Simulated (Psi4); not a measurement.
# InH2O (SMILES [OH][InH]) at UB3LYP/def2-SVP (Cholesky decomposition, core potential, cholesky tolerance 0.001, sweep point 6)

What is the vertical doublet–quartet gap of InH2O at UB3LYP/def2-SVP (Cholesky decomposition, core potential, cholesky tolerance 0.001, sweep point 6)? 

The results are computed with Psi4 1.11.

2 further runs of the same task are left out: 2 set aside as unsound or not needed.

## Step 1: The structure to begin with

InH2O: 4 atoms, total charge 0, spin state doublet. SMILES: `[OH][InH]`. The shape is that of a PBE0-D4/def2-TZVP optimisation.

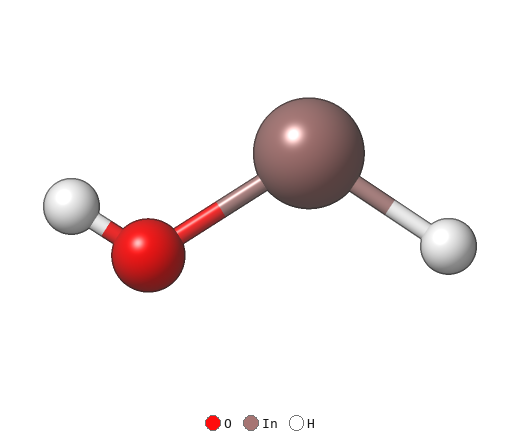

The structure, seen from a chosen angle (oxygen red, indium brown, hydrogen white).

## Step 2: A single-point energy at UB3LYP/def2-SVP (Cholesky decomposition, core potential, cholesky tolerance 0.001, sweep point 6)

The input, h2ino.py:

```python
import psi4

psi4.set_memory(1600000000)
psi4.set_num_threads(1)
psi4.core.set_output_file('psi4.out', False)

mol = psi4.geometry("""
0 2
O     -0.56389428    -1.92865448     0.55746921
In     1.06561656     1.41086952    -0.16724076
H      0.44748715    -3.07911975     1.52897741
H     -0.84414066     3.48276525    -1.95775627
units au
symmetry c1
""")

psi4.set_options({
    'basis': 'def2-SVP',
    'reference': 'uks',
    'puream': True,
    'scf_type': 'cd',
    'dft_radial_points': 99,
    'dft_spherical_points': 590,
    'cholesky_tolerance': 0.001,
    'maxiter': 150,
})

energy_value = psi4.energy('b3lyp', molecule=mol)
print('E =', round(energy_value, 9))
```

Run with:

```
$ python h2ino.py
```

psi4.out:

```text
[...]
    !!!  WARNING: ECP capability is in beta. Please check occupations closely.  !!!
[...]
  Running in c1 symmetry.
[...]
  Nuclear repulsion =   60.887027802252767
[...]
  Multiplicity = 2
[...]
  Nalpha       = 16
  Nbeta        = 15
[...]
    Number of basis functions: 50
[...]
   @UKS iter   1:  -266.25077397362827   -9.24835e-01   1.62907e-02 ADIIS/DIIS
[...]
   @UKS iter  10:  -266.53516401395200   -1.52991e-08   4.98359e-07 DIIS
[...]
   @S^2 Observed:                7.552511780E-01
[...]
    Orbital Energies [Eh]
    ---------------------
    Alpha Occupied:
       1A    -19.109155     2A     -4.670112     3A     -3.076831
       4A     -3.071349     5A     -3.067681     6A     -0.938021
       7A     -0.764930     8A     -0.761680     9A     -0.759340
      10A     -0.759046    11A     -0.751445    12A     -0.460564
      13A     -0.375283    14A     -0.319685    15A     -0.288625
      16A     -0.203771
    Alpha Virtual:
      17A     -0.061393    18A      0.003150    19A      0.052763
      20A      0.113503    21A      0.145635    22A      0.176735
      23A      0.177657    24A      0.241355    25A      0.320128
[...]
  @UKS Final Energy:  -266.53516401395200
   => Energetics <=
    Nuclear Repulsion Energy =             60.8870278022527671
    One-Electron Energy =                -561.3711460580130961
    Two-Electron Energy =                 255.1278500305733417
    DFT Exchange-Correlation Energy =     -21.1788957887649829
    Empirical Dispersion Energy =           0.0000000000000000
    VV10 Nonlocal Energy =                  0.0000000000000000
    Total Energy =                       -266.5351640139519986
[...]
 Multipole Moments:
 ------------------------------------------------------------------------------------
     Multipole            Electronic (a.u.)      Nuclear  (a.u.)        Total (a.u.)
 ------------------------------------------------------------------------------------
 L = 1.  Multiply by 2.5417464519 to convert [e a0] to [Debye]
 Dipole X            :          9.5655267           -8.8908221            0.6747045
 Dipole Y            :         16.2526147          -16.1076733            0.1449413
 Dipole Z            :         -2.7767042            3.0219898            0.2452856
 Magnitude           :                                                    0.7323928
[...]
```

On the terminal:

```text
E = -266.535164014
```

It took 31 s on 1 thread of Intel Xeon at 2.50GHz (Skylake/Cascade Lake), shared host; peak memory 0.51 GiB.

## Step 3: The quartet at the same level

The input, run.py:

```python
import psi4

psi4.set_memory(1600000000)
psi4.set_num_threads(1)
psi4.core.set_output_file('run.log', False)

molecule = psi4.geometry("""
0 4
O     -0.56389428    -1.92865448     0.55746921
In     1.06561656     1.41086952    -0.16724076
H      0.44748715    -3.07911975     1.52897741
H     -0.84414066     3.48276525    -1.95775627
units bohr
symmetry c1
""")

psi4.set_options({
    'basis': 'def2-SVP',
    'reference': 'uks',
    'puream': True,
    'scf_type': 'cd',
    'dft_radial_points': 99,
    'dft_spherical_points': 590,
    'cholesky_tolerance': 0.001,
    'maxiter': 150,
})

energy_value = psi4.energy("B3LYP", molecule=molecule)
print('E =', round(energy_value, 9))
```

Run with:

```
$ python run.py
```

run.log:

```text
[...]
    !!!  WARNING: ECP capability is in beta. Please check occupations closely.  !!!
[...]
  Running in c1 symmetry.
[...]
  Nuclear repulsion =   60.887027802252767
[...]
  Multiplicity = 4
[...]
  Nalpha       = 17
  Nbeta        = 14
[...]
    Number of basis functions: 50
[...]
   @UKS iter   1:  -266.05608163198229   -7.30143e-01   1.57166e-02 DIIS/ADIIS
[...]
   @UKS iter  14:  -266.34831475008315    3.03559e-07   5.34463e-07 DIIS
[...]
   @S^2 Observed:                3.759288791E+00
[...]
    Orbital Energies [Eh]
    ---------------------
    Alpha Occupied:
       1A    -19.213382     2A     -4.677066     3A     -3.083225
       4A     -3.080125     5A     -3.072746     6A     -1.040652
       7A     -0.781093     8A     -0.772671     9A     -0.764493
      10A     -0.761916    11A     -0.760738    12A     -0.536377
      13A     -0.455041    14A     -0.417111    15A     -0.377933
      16A     -0.234569    17A     -0.116755
    Alpha Virtual:
      18A     -0.019873    19A      0.027602    20A      0.080411
      21A      0.125294    22A      0.169342    23A      0.170819
      24A      0.218325    25A      0.305441    26A      0.323899
[...]
  @UKS Final Energy:  -266.34831475008315
   => Energetics <=
    Nuclear Repulsion Energy =             60.8870278022527671
    One-Electron Energy =                -560.2319514505571760
    Two-Electron Energy =                 254.1224367588258417
    DFT Exchange-Correlation Energy =     -21.1258278606045842
    Empirical Dispersion Energy =           0.0000000000000000
    VV10 Nonlocal Energy =                  0.0000000000000000
    Total Energy =                       -266.3483147500831478
[...]
 Multipole Moments:
 ------------------------------------------------------------------------------------
     Multipole            Electronic (a.u.)      Nuclear  (a.u.)        Total (a.u.)
 ------------------------------------------------------------------------------------
 L = 1.  Multiply by 2.5417464519 to convert [e a0] to [Debye]
 Dipole X            :          8.8331798           -8.8908221           -0.0576424
 Dipole Y            :         15.6928067          -16.1076733           -0.4148667
 Dipole Z            :         -2.8667696            3.0219898            0.1552203
 Magnitude           :                                                    0.4466882
[...]
```

Standard output:

```text
E = -266.34831475
```

It took 37 s on 1 thread of Intel Xeon at 2.50GHz (Skylake/Cascade Lake), shared host; peak memory 0.51 GiB.

## Step 4: What came out

Level: UB3LYP/def2-SVP (Cholesky decomposition, core potential, cholesky tolerance 0.001, sweep point 6).

| quantity | value |
| --- | --- |
| doublet: total energy | -266.53516 Eh |
| doublet: dipole moment | 1.86 D |
| doublet: HOMO energy (highest over α and β) | -5.54 eV |
| doublet: LUMO energy (lowest over α and β) | -3.24 eV |
| doublet: ⟨S²⟩ | 0.755 |
| quartet: total energy | -266.34831 Eh |
| quartet: dipole moment | 1.14 D |
| quartet: HOMO energy (highest over α and β) | -3.18 eV |
| quartet: ⟨S²⟩ | 3.759 |
| vertical energy of the quartet above the doublet | 5.084 eV |

**Reading.** At this shape the quartet lies 5.08 eV (491 kJ/mol) above the doublet.
